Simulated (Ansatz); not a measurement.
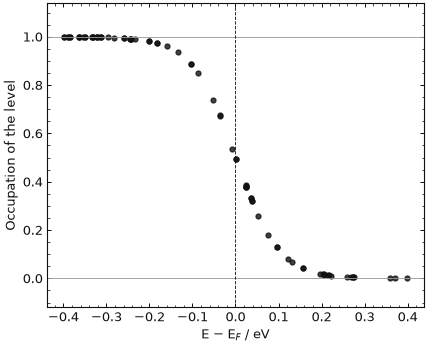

Occupations of the one-electron levels of the k mesh against their energy, from a run on NbHg₂Sb₃, space group P1 (No. 1), 12 atoms in the cell, CaSm2S3-164 type type, with Ansatz.

Name the smearing function and its width.

Fermi-Dirac smearing with a width of 0.05 eV. The occupations stay between 0 and 1 and have long exponential tails; the slope at the Fermi level is 1/(4 × width).
